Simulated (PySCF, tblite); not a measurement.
# C3H8O2SSi: dynamics, then NMR shifts on frames, part 2 of 2

tblite 0.8.0 and PySCF 2.14.0. Atoms count from 0.

### 5 Nuclear shieldings: 625 fs, PBE0/pcSseg-1

What the job is given:

```
{"job": {"kind": "nmr", "xc": "PBE0", "basis": "pcSseg-1", "pop": false}, "charge": 0, "multiplicity": 1}
C      1.403200     2.464100     0.742100
O      1.236900     1.013300     0.755800
C      0.224600     0.557400    -0.050800
O     -0.598500     1.282200    -0.536000
Si     0.013200    -1.368700     0.118900
S     -1.862100    -1.690600     1.143200
C     -2.895900    -0.660000    -0.001800
H      1.977200     2.714400     1.604700
H      2.022900     2.826300    -0.073000
H      0.364900     2.840700     0.646300
H     -0.387700    -2.194100    -1.132500
H      1.029800    -1.927500     0.917700
H     -2.500700     0.356800    -0.039100
H     -2.814900    -1.153100    -1.001600
H     -3.818300    -0.636600     0.512000
```

Method: GIAO PBE0/pcSseg-1 NMR shielding, non-relativistic, gas phase.

Standard output:

```text
coarse grid: 13640 points
cycle   1  E = -956.4387949429  dE =  7.252e-01  |g| = 8.477e-01  |ddm| = 3.427e+00
cycle   2  E = -956.0850218590  dE =  3.538e-01  |g| = 1.608e+00  |ddm| = 1.548e+00
cycle   3  E = -956.5646951920  dE = -4.797e-01  |g| = 2.669e-01  |ddm| = 1.118e+00
cycle   4  E = -956.5766769087  dE = -1.198e-02  |g| = 1.065e-01  |ddm| = 2.294e-01
cycle   5  E = -956.5786014562  dE = -1.925e-03  |g| = 1.675e-02  |ddm| = 6.185e-02
cycle   6  E = -956.5786619304  dE = -6.047e-05  |g| = 5.000e-03  |ddm| = 2.090e-02
cycle   7  E = -956.5786676247  dE = -5.694e-06  |g| = 1.096e-03  |ddm| = 6.607e-03
final grid: 122688 points
cycle   8  E = -956.6434446211  dE = -1.328e-05  |g| = 1.356e-02  |ddm| = 2.226e-02
cycle   9  E = -956.6433978588  dE =  4.676e-05  |g| = 2.095e-02  |ddm| = 1.885e-02
cycle  10  E = -956.6434782088  dE = -8.035e-05  |g| = 1.985e-03  |ddm| = 1.170e-02
cycle  11  E = -956.6434789280  dE = -7.192e-07  |g| = 4.685e-04  |ddm| = 1.312e-03
cycle  12  E = -956.6434789653  dE = -3.729e-08  |g| = 1.808e-04  |ddm| = 4.197e-04
cycle  13  E = -956.6434789717  dE = -6.371e-09  |g| = 3.339e-05  |ddm| = 1.355e-04
cycle  14  E = -956.6434789719  dE = -2.749e-10  |g| = 1.133e-05  |ddm| = 4.482e-05
converged SCF energy = -956.6434789719

GIAO shielding tensors (ppm)
atom      isotropic    diamagn.    paramagn.     s11        s22        s33       span
  0 C      134.294     244.315    -110.021     88.155    133.471    181.257     93.102
  1 O       96.107     400.918    -304.812   -126.499    197.145    217.675    344.174
  2 C        0.097     257.561    -257.464    -92.265     25.312     67.244    159.509
  3 O     -168.243     402.288    -570.532   -531.559   -253.264    280.093    811.651
  4 Si     391.763     879.058    -487.295    371.819    391.733    411.737     39.918
  5 S      690.531    1058.417    -367.886    610.411    645.296    815.886    205.475
  6 C      169.413     253.830     -84.417    156.255    164.077    187.906     31.651
  7 H       28.384      28.462      -0.077     24.291     27.253     33.610      9.319
  8 H       28.649      28.737      -0.088     24.582     26.463     34.903     10.321
  9 H       25.499      27.973      -2.473     20.957     25.606     29.936      8.979
 10 H       25.034      27.528      -2.494     20.352     23.795     30.955     10.604
 11 H       27.236      29.444      -2.208     23.297     25.580     32.830      9.533
 12 H       28.554      32.105      -3.551     21.556     28.335     35.770     14.215
 13 H       28.691      29.231      -0.540     23.897     26.088     36.089     12.192
 14 H       29.780      29.843      -0.063     23.488     27.581     38.270     14.782
```

Run time: 39 s. Hardware: 1 thread of Arm Neoverse N1, shared host; peak memory 0.8 GiB.

Key values: δ C2 186.8, C0 52.6, C6 17.5, O3 504.3, H10 6.68, H9 6.22 ppm.

### 6 NMR shieldings: 800 fs, PBE0/pcSseg-1

What the job is given:

```
{"job": {"kind": "nmr", "xc": "PBE0", "basis": "pcSseg-1", "pop": false}, "charge": 0, "multiplicity": 1}
C      1.063900     2.294300     2.017500
O      1.165300     0.995500     1.295800
C      0.291900     0.716500     0.312200
O     -0.556000     1.466800    -0.128400
Si     0.261700    -1.109300    -0.362800
S     -1.411900    -2.231100     0.335500
C     -3.073300    -1.320400    -0.002000
H      1.460900     1.977700     3.048400
H      1.582100     3.052600     1.483400
H      0.098400     2.750800     2.234600
H      0.108500    -0.736100    -1.824600
H      1.407900    -1.878100     0.107600
H     -2.996400    -0.362500     0.602900
H     -3.051900    -1.149500    -1.047800
H     -3.790600    -2.008200     0.323300
```

Level: GIAO PBE0/pcSseg-1 NMR shielding, non-relativistic, gas phase.

Standard output:

```text
coarse grid: 13640 points
cycle   1  E = -956.4406989881  dE =  5.968e-01  |g| = 8.429e-01  |ddm| = 3.419e+00
cycle   2  E = -956.0598633202  dE =  3.808e-01  |g| = 1.638e+00  |ddm| = 1.640e+00
cycle   3  E = -956.5620530211  dE = -5.022e-01  |g| = 2.856e-01  |ddm| = 1.233e+00
cycle   4  E = -956.5759807853  dE = -1.393e-02  |g| = 1.054e-01  |ddm| = 2.382e-01
cycle   5  E = -956.5778559096  dE = -1.875e-03  |g| = 1.616e-02  |ddm| = 6.031e-02
cycle   6  E = -956.5779121572  dE = -5.625e-05  |g| = 4.939e-03  |ddm| = 2.065e-02
cycle   7  E = -956.5779173919  dE = -5.235e-06  |g| = 1.125e-03  |ddm| = 6.029e-03
final grid: 122688 points
cycle   8  E = -956.6420530854  dE = -1.054e-05  |g| = 1.364e-02  |ddm| = 2.208e-02
cycle   9  E = -956.6420018638  dE =  5.122e-05  |g| = 2.153e-02  |ddm| = 1.956e-02
cycle  10  E = -956.6420867177  dE = -8.485e-05  |g| = 2.498e-03  |ddm| = 1.251e-02
cycle  11  E = -956.6420878519  dE = -1.134e-06  |g| = 4.557e-04  |ddm| = 1.584e-03
cycle  12  E = -956.6420878875  dE = -3.566e-08  |g| = 1.557e-04  |ddm| = 3.897e-04
cycle  13  E = -956.6420878926  dE = -5.085e-09  |g| = 3.078e-05  |ddm| = 1.253e-04
cycle  14  E = -956.6420878928  dE = -2.287e-10  |g| = 1.109e-05  |ddm| = 4.324e-05
converged SCF energy = -956.6420878928

GIAO shielding tensors (ppm)
atom      isotropic    diamagn.    paramagn.     s11        s22        s33       span
  0 C      126.231     239.607    -113.377     88.460    106.057    184.175     95.716
  1 O      108.731     400.827    -292.097    -87.019    191.938    221.273    308.292
  2 C       -6.103     259.130    -265.233   -106.087     18.632     69.146    175.233
  3 O     -184.575     404.586    -589.162   -550.565   -262.512    259.352    809.917
  4 Si     389.365     879.942    -490.576    361.318    380.830    425.947     64.629
  5 S      663.285    1058.896    -395.611    538.555    596.618    854.682    316.127
  6 C      164.690     254.386     -89.697    149.945    157.622    186.501     36.556
  7 H       26.487      25.360       1.127     22.284     25.029     32.149      9.865
  8 H       28.198      27.554       0.644     24.116     26.024     34.453     10.337
  9 H       27.207      28.677      -1.470     24.337     25.639     31.644      7.307
 10 H       25.937      29.206      -3.269     22.524     24.492     30.797      8.273
 11 H       26.638      29.197      -2.559     22.786     25.105     32.024      9.238
 12 H       27.812      30.532      -2.720     21.837     27.276     34.324     12.487
 13 H       29.402      31.815      -2.414     23.994     27.667     36.544     12.550
 14 H       30.285      30.473      -0.188     24.555     27.937     38.362     13.807
```

It took 39 s on 1 thread of Arm Neoverse N1, shared host; peak memory 0.92 GiB.

Key values: δ C2 193.0, C0 60.7, C6 22.2, O3 520.7, H10 5.78, H7 5.23 ppm.

### 7 Nuclear shieldings: 1000 fs, PBE0/pcSseg-1

What the job is given:

```
{"job": {"kind": "nmr", "xc": "PBE0", "basis": "pcSseg-1", "pop": false}, "charge": 0, "multiplicity": 1}
C      0.886100     1.878400     2.368500
O      1.285500     0.936300     1.373400
C      0.434600     0.746400     0.380400
O     -0.538600     1.452700     0.143500
Si     0.602400    -0.879500    -0.599700
S     -0.907400    -2.221300     0.105200
C     -2.497900    -1.196800     0.021000
H      1.777500     2.368700     2.787800
H      0.244200     2.656800     1.925900
H      0.421200     1.318600     3.228600
H      0.414700    -0.424300    -1.954700
H      1.739500    -1.776000    -0.402400
H     -2.209000    -0.277500     0.543300
H     -2.683900    -1.178700    -1.050300
H     -3.296800    -1.732400     0.505100
```

Level: GIAO PBE0/pcSseg-1 NMR shielding, non-relativistic, gas phase.

Standard output:

```text
coarse grid: 13640 points
cycle   1  E = -956.4565327159  dE =  7.460e-01  |g| = 8.380e-01  |ddm| = 3.431e+00
cycle   2  E = -956.0520614960  dE =  4.045e-01  |g| = 1.666e+00  |ddm| = 1.641e+00
cycle   3  E = -956.5748534468  dE = -5.228e-01  |g| = 2.974e-01  |ddm| = 1.251e+00
cycle   4  E = -956.5901800592  dE = -1.533e-02  |g| = 1.020e-01  |ddm| = 2.469e-01
cycle   5  E = -956.5919324126  dE = -1.752e-03  |g| = 1.576e-02  |ddm| = 6.052e-02
cycle   6  E = -956.5919857873  dE = -5.337e-05  |g| = 4.786e-03  |ddm| = 2.043e-02
cycle   7  E = -956.5919908176  dE = -5.030e-06  |g| = 1.106e-03  |ddm| = 6.270e-03
final grid: 122688 points
cycle   8  E = -956.6554485581  dE = -1.090e-05  |g| = 1.309e-02  |ddm| = 2.193e-02
cycle   9  E = -956.6554011622  dE =  4.740e-05  |g| = 2.063e-02  |ddm| = 1.884e-02
cycle  10  E = -956.6554790204  dE = -7.786e-05  |g| = 2.846e-03  |ddm| = 1.232e-02
cycle  11  E = -956.6554804911  dE = -1.471e-06  |g| = 4.036e-04  |ddm| = 1.783e-03
cycle  12  E = -956.6554805201  dE = -2.903e-08  |g| = 1.397e-04  |ddm| = 3.645e-04
cycle  13  E = -956.6554805243  dE = -4.182e-09  |g| = 2.998e-05  |ddm| = 1.161e-04
cycle  14  E = -956.6554805245  dE = -2.194e-10  |g| = 9.958e-06  |ddm| = 4.031e-05
converged SCF energy = -956.6554805245

GIAO shielding tensors (ppm)
atom      isotropic    diamagn.    paramagn.     s11        s22        s33       span
  0 C      134.163     242.303    -108.140     94.439    128.155    179.894     85.455
  1 O      120.357     400.514    -280.157    -80.425    195.943    245.553    325.979
  2 C       -4.692     259.100    -263.792   -100.974     13.237     73.661    174.635
  3 O     -186.331     402.813    -589.144   -589.300   -253.986    284.293    873.593
  4 Si     397.187     880.119    -482.932    351.992    409.049    430.521     78.528
  5 S      681.651    1058.647    -376.996    581.572    599.252    864.129    282.556
  6 C      168.019     253.090     -85.070    149.456    166.072    188.530     39.074
  7 H       27.840      26.163       1.676     24.075     26.180     33.265      9.190
  8 H       25.757      27.785      -2.028     21.311     25.669     30.292      8.982
  9 H       27.554      27.302       0.252     22.838     26.073     33.750     10.912
 10 H       27.200      29.872      -2.672     23.756     25.107     32.735      8.979
 11 H       26.716      28.904      -2.188     22.930     24.585     32.633      9.703
 12 H       28.563      31.934      -3.371     21.661     29.129     34.898     13.237
 13 H       28.717      30.789      -2.072     22.746     26.781     36.624     13.878
 14 H       30.002      29.809       0.192     24.844     27.300     37.861     13.017
```

Run time: 40 s. Hardware: 1 thread of Arm Neoverse N1, shared host; peak memory 0.8 GiB.

This run: δ C2 191.6, C0 52.8, C6 18.9, O3 522.4, H8 5.96, H11 5.00 ppm.

### 8 Side by side: NMR shifts

Shifts (ppm) of some atoms, chosen among heavy atoms and hydrogens apart, with basis size and wall time:

```tsv
frame	C0	H8	H13	O3	O1	Si4	S5	functions	time
250 fs	45.6	3.99	1.77	510.9	208.6	-52.4	-225	173	39 s
425 fs	48.9	3.52	0.48	502.9	234.7	-44.7	-201	173	38 s
625 fs	52.6	3.07	3.03	504.3	240.0	-42.6	-187	173	39 s
800 fs	60.7	3.52	2.32	520.7	227.3	-40.2	-160	173	39 s
1000 fs	52.8	5.96	3.00	522.4	215.7	-48.0	-178	173	40 s
```

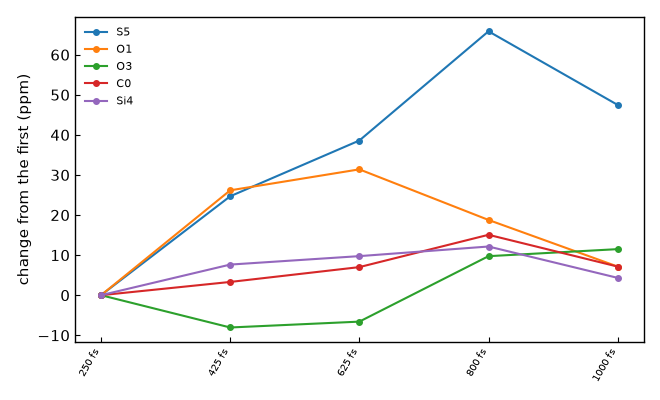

How five of the tabulated atoms move from run to run.

### 9 Summary of results

This closing draws on all 2 parts.

```
                                       quantity                                               value
                                     thermostat                                               300 K
                  mean temperature, second half                                               359 K
        mean potential energy above the minimum                                             0.54 eV
 ¹³C shifts against TMS (PBE0/pcSseg-1, 250 fs)                               195.0, 45.6, 14.8 ppm
  ¹H shifts against TMS (PBE0/pcSseg-1, 250 fs)  5.36, 4.71, 4.69, 3.99, 3.31, 3.06, 2.96, 1.77 ppm
 ¹⁷O shifts against H2O (PBE0/pcSseg-1, 250 fs)                                    510.9, 208.6 ppm
²⁹Si shifts against TMS (PBE0/pcSseg-1, 250 fs)                                           -52.4 ppm
 ³³S shifts against CS2 (PBE0/pcSseg-1, 250 fs)                                            -225 ppm
                       range of the shift of S5                                    -225 to -160 ppm
```

In the second half the potential energy averages 0.54 eV above the minimum; equipartition over 39 harmonic modes at 300 K would give 0.50 eV. With 15 atoms the temperature swings widely (99 to 446 K). Shifts at one fixed geometry are not the observed spectrum, which averages over the motion. In the first frame run (250 fs): The widest tensor belongs to O3: span 873 ppm, with a paramagnetic part of -578 ppm. Across the 5 runs the shift of S5 moves most, between -225 (250 fs) and -160 ppm (800 fs).
